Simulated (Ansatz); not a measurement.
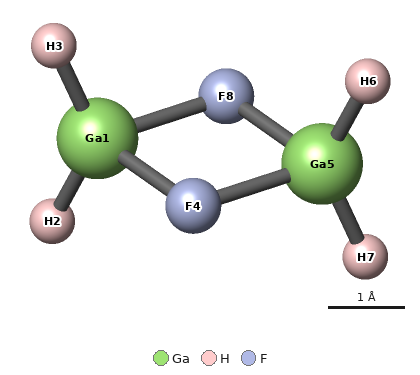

**Figure 1.** The structure as given in the input (ball-and-stick view, seen at a tilt; atoms are numbered from 1 in the order of the input). Sticks mark near contacts.

**Molecular dynamics, with input and output: Ga2H4F2**

The run: molecular dynamics of Ga2H4F2. Method and program: UKS r2SCAN/6-31G* (Ansatz 0.2.0).

The geometry comes from this level: PBE0-D4/def2-SVP. Figures and captions count atoms from 1; the log counts them from 0 in places.

**Input**
```yaml
crystal:
  periodic: [false, false, false]
  atoms:
    - {symbol: Ga, position_ang: [0.833628, -1.085726, 0.617466]}
    - {symbol: H, position_ang: [1.885135, -1.659391, -0.372887]}
    - {symbol: H, position_ang: [0.443086, -1.371172, 2.094429]}
    - {symbol: F, position_ang: [0.816885, 0.844382, 0.381581]}
    - {symbol: Ga, position_ang: [-0.833629, 1.085732, -0.617483]}
    - {symbol: H, position_ang: [-1.887051, 1.663215, 0.368529]}
    - {symbol: H, position_ang: [-0.438787, 1.366839, -2.094165]}
    - {symbol: F, position_ang: [-0.819276, -0.843869, -0.377481]}
basis:
  gaussian: {orbitals: "6-31G*"}
magnetization: {spin_polarized: true, initial_magnetization: 0}
hamiltonian: {xc: {name: r2SCAN}}
md: {timestep: 0.5 fs, n_steps: 15, ensemble: nvt_langevin, temperature: 1500, initial_velocities: maxwell_boltzmann, friction: 0.01, seed: 97}
scf: {omitted_lower_state_checks: [starts]}
```

Hardware: 4 threads of Arm Neoverse V2, 23 GiB of memory available, shared host.

Command:
```bash
ansatz run in.yaml --threads 4 --pin off --events-out ev --progress --plain --max-ram 3916MiB
```

**The program's output**
```
Functional definition: r2SCAN
  name "r2SCAN"
  cite "Furness, Kaplan, Ning, Perdew & Sun, J. Phys. Chem. Lett. 11, 8208 (2020) doi:10.1021/acs.jpclett.0c02405"
  cite "Furness, Kaplan, Ning, Perdew & Sun, J. Phys. Chem. Lett. 11, 9248 (2020) doi:10.1021/acs.jpclett.0c03077"
  parent r2scan
  parameter k0 = 0.174
  parameter k1 = 0.065
  parameter a1 = 4.9479
  exchange = r2scan_x(k0 = k0, k1 = k1, a1 = a1)
  correlation = r2scan_c
these checks for a lower state are left out or cut short: starts
1224 factors; their error is unknown
mean field evaluation 1: about -110236.6063 eV, gradient 3.6e1 eV
mean field evaluation 2: about -110228.6186 eV, gradient 6.5e1 eV
mean field evaluation 4: about -110239.9212 eV, gradient 2.6e0 eV
mean field evaluation 8: about -110239.9352 eV, gradient 7.2e-2 eV
mean field evaluation 16: about -110239.9074 eV, gradient 3.0e-5 eV
mean field -110239.90737140 eV, -4051.2418726058 hartree, gradient 3.0e-5 eV, S^2 0.000000; 0 other end points of the search recorded, 0 dependent functions left out
the calculation of the forces begins
reference -110239.90740023 eV, -4051.2418736654 hartree; 42, 42 occupied and 66, 66 virtual orbitals, 1224 factors
md step     0: t =     0.00 fs  T =  1312.5 K  F+E_penalty+E_count = -110239.90737140 eV  E_kin = 1.357230 eV  (28 SCF iters)
these checks for a lower state are left out or cut short: starts, cluster_reference, orbital_swaps, neighbouring_geometries, increment
1224 factors; their error is unknown
mean field -110239.89005027 eV, -4051.2412360660 hartree, gradient 1.3e-5 eV, S^2 0.000000; 0 other end points of the search recorded, 0 dependent functions left out
[... from here on the field's lines of each further geometry are left out, up to the last ...]
md step     1: t =     0.50 fs  T =  1339.9 K  F+E_penalty+E_count = -110239.89005027 eV  E_kin = 1.385615 eV  (32 SCF iters)
md step     2: t =     1.00 fs  T =  1212.6 K  F+E_penalty+E_count = -110239.84186983 eV  E_kin = 1.253920 eV  (32 SCF iters)
md step     3: t =     1.50 fs  T =  1098.2 K  F+E_penalty+E_count = -110239.76923240 eV  E_kin = 1.135647 eV  (32 SCF iters)
md step     4: t =     2.00 fs  T =   983.8 K  F+E_penalty+E_count = -110239.68381104 eV  E_kin = 1.017355 eV  (32 SCF iters)
md step     5: t =     2.50 fs  T =   882.6 K  F+E_penalty+E_count = -110239.60250469 eV  E_kin = 0.912635 eV  (32 SCF iters)
md step     6: t =     3.00 fs  T =   776.6 K  F+E_penalty+E_count = -110239.54103143 eV  E_kin = 0.803025 eV  (31 SCF iters)
md step     7: t =     3.50 fs  T =   769.2 K  F+E_penalty+E_count = -110239.51045434 eV  E_kin = 0.795429 eV  (32 SCF iters)
md step     8: t =     4.00 fs  T =   734.8 K  F+E_penalty+E_count = -110239.51245495 eV  E_kin = 0.759840 eV  (32 SCF iters)
md step     9: t =     4.50 fs  T =   679.6 K  F+E_penalty+E_count = -110239.53696830 eV  E_kin = 0.702760 eV  (32 SCF iters)
md step    10: t =     5.00 fs  T =   705.7 K  F+E_penalty+E_count = -110239.56798147 eV  E_kin = 0.729711 eV  (32 SCF iters)
md step    11: t =     5.50 fs  T =   810.2 K  F+E_penalty+E_count = -110239.59626147 eV  E_kin = 0.837808 eV  (32 SCF iters)
md step    12: t =     6.00 fs  T =   879.0 K  F+E_penalty+E_count = -110239.61572027 eV  E_kin = 0.908961 eV  (31 SCF iters)
md step    13: t =     6.50 fs  T =   912.5 K  F+E_penalty+E_count = -110239.61873541 eV  E_kin = 0.943598 eV  (32 SCF iters)
md step    14: t =     7.00 fs  T =   924.1 K  F+E_penalty+E_count = -110239.60312460 eV  E_kin = 0.955549 eV  (32 SCF iters)
the calculation of the forces begins
reference -110239.56967892 eV, -4051.2294626360 hartree; 42, 42 occupied and 66, 66 virtual orbitals, 1224 factors
these checks for a lower state are left out or cut short: starts
1224 factors; their error is unknown
mean field -110239.56964958 eV, -4051.2294615579 hartree, gradient 1.7e-5 eV, S^2 0.000000; 0 other end points of the search recorded, 0 dependent functions left out
the calculation of the forces begins
reference -110239.56967892 eV, -4051.2294626360 hartree; 42, 42 occupied and 66, 66 virtual orbitals, 1224 factors
md step    15: t =     7.50 fs  T =   843.0 K  F+E_penalty+E_count = -110239.56964958 eV  E_kin = 0.871716 eV  (18 SCF iters)
```

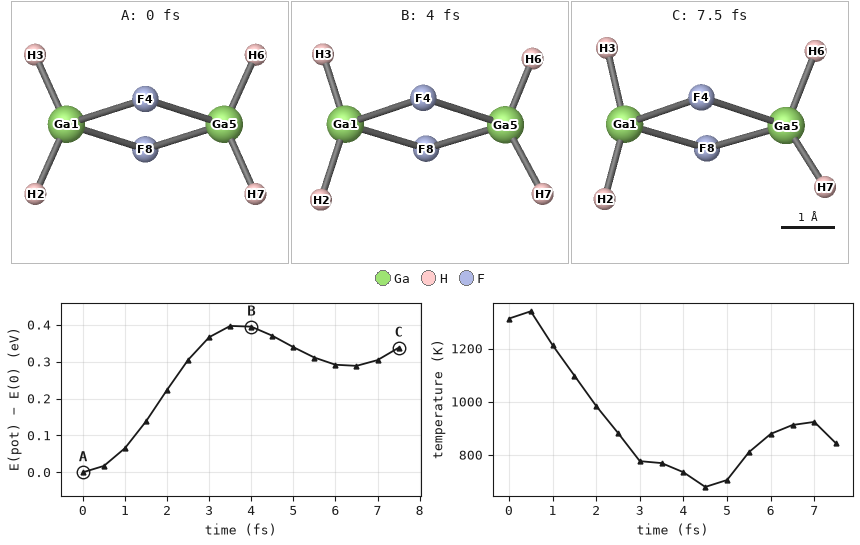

**Figure 2.** Frames of the molecular dynamics (ball-and-stick, seen at a tilt) above the curves, on which the letters mark them. The trajectory kept here has 16 frames over 7.5 fs. The temperature starts at 1312 K, ranges from 680 to 1340 K and averages 811 K over the second half. The potential energy ends 0.338 eV above its first value. After an unweighted best fit of the last frame on the first, the root-mean-square displacement is 0.14 Å, and H3 has moved furthest (0.26 Å).

```
Total energy: -110239.56967892 eV, -4051.2294626360 hartree
Atom 0 at     0.855757    -1.096382     0.629461 Å, force    -0.161745     1.170030    -0.610812 eV/Å
Atom 1 at     1.820945    -1.534379    -0.529012 Å, force    -0.097916    -0.287084     0.456161 eV/Å
Atom 2 at     0.405215    -1.072074     2.101385 Å, force     0.094043    -0.618591     0.182958 eV/Å
Atom 3 at     0.855788     0.840064     0.454984 Å, force    -0.689719     0.133578    -0.708061 eV/Å
Atom 4 at    -0.888106     1.082875    -0.656790 Å, force     0.429676     0.401819     1.397360 eV/Å
Atom 5 at    -1.974001     1.631601     0.425714 Å, force     0.530203    -0.332791    -0.656185 eV/Å
Atom 6 at    -0.445601     1.659945    -2.048968 Å, force    -0.068409    -0.351255     0.136689 eV/Å
Atom 7 at    -0.819245    -0.813087    -0.397100 Å, force    -0.036133    -0.115707    -0.198109 eV/Å
Dipole moment:    -0.002741    -0.175602    -0.063192 e Å
Checks for a lower state left out: starts
```

**Trajectory as extended XYZ (Å, eV, eV/Å), 12 of the 16 frames kept, from step=0 to step=15**
```
8
Properties=species:S:1:pos:R:3:forces:R:3 step=0 time_fs=0.0 energy=-110239.90737 temperature=1312.5
Ga    0.8336   -1.0857    0.6175   -0.1148   0.1508  -0.0851
H     1.8851   -1.6594   -0.3729   -0.0046  -0.0081   0.0276
H     0.4431   -1.3712    2.0944    0.0202  -0.0127  -0.0156
F     0.8169    0.8444    0.3816    0.0463   0.0467   0.0212
Ga   -0.8336    1.0857   -0.6175    0.1148  -0.1507   0.0854
H    -1.8871    1.6632    0.3685    0.0048   0.0077  -0.0270
H    -0.4388    1.3668   -2.0942   -0.0207   0.0133   0.0154
F    -0.8193   -0.8439   -0.3775   -0.0461  -0.0470  -0.0219
8
Properties=species:S:1:pos:R:3:forces:R:3 step=1 time_fs=0.5 energy=-110239.89005 temperature=1339.9
Ga    0.8354   -1.0870    0.6189    0.0447   0.2343  -0.4288
H     1.8881   -1.6496   -0.3931   -0.1070   0.0196   0.1522
H     0.4397   -1.3529    2.0808   -0.0232  -0.0944   0.2130
F     0.8214    0.8447    0.3871   -0.0352   0.0354  -0.0426
Ga   -0.8381    1.0858   -0.6197    0.6323  -0.2412  -0.4073
H    -1.8626    1.6527    0.3542   -0.3413   0.1810   0.2736
H    -0.4279    1.3972   -2.1091   -0.1040  -0.0842   0.2975
F    -0.8177   -0.8411   -0.3770   -0.0662  -0.0505  -0.0576
8
Properties=species:S:1:pos:R:3:forces:R:3 step=3 time_fs=1.5 energy=-110239.76923 temperature=1098.2
Ga    0.8387   -1.0889    0.6211    0.3109   0.4039  -1.0694
H     1.8878   -1.6311   -0.4338   -0.2659   0.0524   0.3735
H     0.4322   -1.3160    2.0568   -0.1111  -0.2397   0.6481
F     0.8291    0.8463    0.3978   -0.1711   0.0036  -0.1542
Ga   -0.8470    1.0859   -0.6237    1.6831  -0.4450  -1.4078
H    -1.8186    1.6326    0.3278   -1.0903   0.5690   0.9563
H    -0.4058    1.4596   -2.1363   -0.2605  -0.2840   0.7719
F    -0.8159   -0.8354   -0.3775   -0.0951  -0.0601  -0.1184
8
Properties=species:S:1:pos:R:3:forces:R:3 step=4 time_fs=2.0 energy=-110239.68381 temperature=983.8
Ga    0.8404   -1.0898    0.6218    0.4194   0.4839  -1.3367
H     1.8869   -1.6233   -0.4524   -0.3310   0.0620   0.4714
H     0.4293   -1.2952    2.0482   -0.1493  -0.3006   0.8276
F     0.8324    0.8476    0.4031   -0.2296  -0.0147  -0.2081
Ga   -0.8512    1.0857   -0.6259    2.1495  -0.5407  -1.8323
H    -1.8015    1.6258    0.3161   -1.4357   0.7518   1.2857
H    -0.3978    1.4882   -2.1466   -0.3182  -0.3729   0.9348
F    -0.8151   -0.8326   -0.3780   -0.1053  -0.0688  -0.1424
8
Properties=species:S:1:pos:R:3:forces:R:3 step=5 time_fs=2.5 energy=-110239.60251 temperature=882.6
Ga    0.8420   -1.0906    0.6226    0.5201   0.5558  -1.5882
H     1.8853   -1.6155   -0.4708   -0.3903   0.0672   0.5645
H     0.4291   -1.2730    2.0415   -0.1877  -0.3566   0.9956
F     0.8353    0.8483    0.4086   -0.2858  -0.0232  -0.2632
Ga   -0.8554    1.0853   -0.6282    2.4968  -0.5968  -2.1244
H    -1.7905    1.6216    0.3084   -1.6774   0.8802   1.5208
H    -0.3926    1.5139   -2.1547   -0.3618  -0.4489   1.0550
F    -0.8146   -0.8302   -0.3788   -0.1138  -0.0776  -0.1601
8
Properties=species:S:1:pos:R:3:forces:R:3 step=7 time_fs=3.5 energy=-110239.51045 temperature=769.2
Ga    0.8451   -1.0920    0.6247    0.6478   0.6746  -2.0237
H     1.8746   -1.6042   -0.5026   -0.4514   0.0606   0.7006
H     0.4301   -1.2289    2.0305   -0.2621  -0.4483   1.3105
F     0.8404    0.8481    0.4190   -0.3850  -0.0147  -0.3653
Ga   -0.8632    1.0848   -0.6335    2.6987  -0.5161  -2.1583
H    -1.7929    1.6169    0.3082   -1.7146   0.8852   1.5523
H    -0.3855    1.5568   -2.1598   -0.4134  -0.5513   1.1657
F    -0.8144   -0.8258   -0.3811   -0.1199  -0.0901  -0.1818
8
Properties=species:S:1:pos:R:3:forces:R:3 step=8 time_fs=4.0 energy=-110239.51246 temperature=734.8
Ga    0.8465   -1.0927    0.6259    0.6526   0.7274  -2.1266
H     1.8672   -1.5995   -0.5138   -0.4516   0.0447   0.7359
H     0.4290   -1.2061    2.0292   -0.2774  -0.4787   1.3851
F     0.8420    0.8477    0.4239   -0.4258  -0.0039  -0.4125
Ga   -0.8668    1.0846   -0.6365    2.5588  -0.3900  -1.8953
H    -1.8048    1.6166    0.3159   -1.5224   0.7672   1.3561
H    -0.3850    1.5733   -2.1548   -0.4153  -0.5717   1.1446
F    -0.8142   -0.8240   -0.3832   -0.1189  -0.0949  -0.1874
8
Properties=species:S:1:pos:R:3:forces:R:3 step=10 time_fs=5.0 energy=-110239.56798 temperature=705.7
Ga    0.8489   -1.0939    0.6281    0.5640   0.8254  -2.0425
H     1.8539   -1.5869   -0.5284   -0.4196  -0.0080   0.7567
H     0.4238   -1.1649    2.0369   -0.2414  -0.5145   1.2924
F     0.8455    0.8470    0.4326   -0.5011   0.0192  -0.4980
Ga   -0.8731    1.0842   -0.6421    1.9985  -0.0567  -1.0574
H    -1.8415    1.6227    0.3420   -0.9158   0.4152   0.7463
H    -0.3943    1.6006   -2.1351   -0.3721  -0.5709   0.9955
F    -0.8141   -0.8200   -0.3873   -0.1125  -0.1096  -0.1930
8
Properties=species:S:1:pos:R:3:forces:R:3 step=11 time_fs=5.5 energy=-110239.59626 temperature=810.2
Ga    0.8502   -1.0944    0.6288    0.4647   0.8785  -1.8602
H     1.8478   -1.5788   -0.5318   -0.3842  -0.0474   0.7367
H     0.4200   -1.1446    2.0457   -0.1923  -0.5289   1.1354
F     0.8476    0.8464    0.4370   -0.5419   0.0341  -0.5432
Ga   -0.8763    1.0841   -0.6447    1.6738   0.0978  -0.5841
H    -1.8644    1.6273    0.3576   -0.5888   0.2315   0.4229
H    -0.4035    1.6139   -2.1222   -0.3317  -0.5567   0.8850
F    -0.8149   -0.8185   -0.3894   -0.0997  -0.1089  -0.1927
8
Properties=species:S:1:pos:R:3:forces:R:3 step=12 time_fs=6.0 energy=-110239.61572 temperature=879.0
Ga    0.8516   -1.0948    0.6291    0.3359   0.9337  -1.5940
H     1.8421   -1.5697   -0.5342   -0.3415  -0.0922   0.7053
H     0.4160   -1.1246    2.0583   -0.1218  -0.5454   0.9061
F     0.8495    0.8451    0.4416   -0.5814   0.0563  -0.5879
Ga   -0.8794    1.0840   -0.6476    1.3387   0.2299  -0.0878
H    -1.8908    1.6318    0.3732   -0.2656   0.0549   0.1083
H    -0.4138    1.6270   -2.1066   -0.2792  -0.5300   0.7425
F    -0.8159   -0.8172   -0.3914   -0.0851  -0.1071  -0.1926
8
Properties=species:S:1:pos:R:3:forces:R:3 step=14 time_fs=7.0 energy=-110239.60312 temperature=924.1
Ga    0.8546   -1.0960    0.6294    0.0240   1.0789  -0.9680
H     1.8293   -1.5469   -0.5333   -0.2033  -0.2110   0.5707
H     0.4089   -1.0892    2.0864    0.0238  -0.5903   0.4213
F     0.8533    0.8418    0.4506   -0.6551   0.1074  -0.6697
Ga   -0.8853    1.0832   -0.6536    0.7009   0.3944   0.9111
H    -1.9478    1.6347    0.4077    0.3084  -0.2352  -0.4418
H    -0.4362    1.6511   -2.0698   -0.1461  -0.4309   0.3710
F    -0.8180   -0.8143   -0.3954   -0.0526  -0.1133  -0.1947
8
Properties=species:S:1:pos:R:3:forces:R:3 step=15 time_fs=7.5 energy=-110239.56965 temperature=843.0
Ga    0.8558   -1.0964    0.6295   -0.1617   1.1700  -0.6108
H     1.8209   -1.5344   -0.5290   -0.0979  -0.2871   0.4562
H     0.4052   -1.0721    2.1014    0.0940  -0.6186   0.1830
F     0.8558    0.8401    0.4550   -0.6897   0.1336  -0.7081
Ga   -0.8881    1.0829   -0.6568    0.4297   0.4018   1.3974
H    -1.9740    1.6316    0.4257    0.5302  -0.3328  -0.6562
H    -0.4456    1.6599   -2.0490   -0.0684  -0.3513   0.1367
F    -0.8192   -0.8131   -0.3971   -0.0361  -0.1157  -0.1981
```

**Results in brief**

| quantity | value |
| --- | --- |
| outcome | finished |
| mean temperature over the second half | 811 K |
| trajectory | 15 steps, 7.5 fs |
| ensemble | nvt_langevin |
| temperature in the input | 1500 K |
| time step | 0.5 fs |
| potential energy (last step) | −110239.5697 eV |
| SCF solution under orbital rotations (last step) | stable |
| largest force (length of the vector) (last step) | 1.516 eV/Å |
| dipole moment (last step) | 0.90 D |
| wall time | 76 s (CPU time 4.9 min) |
| peak memory | 0.39 GiB |

So short a trajectory is not equilibrated. The logged temperature at the start can lie below the typed one, since it is counted over all degrees of freedom. The temperature stays far from the 1500 K of the thermostat over the second half: the run isn't equilibrated.
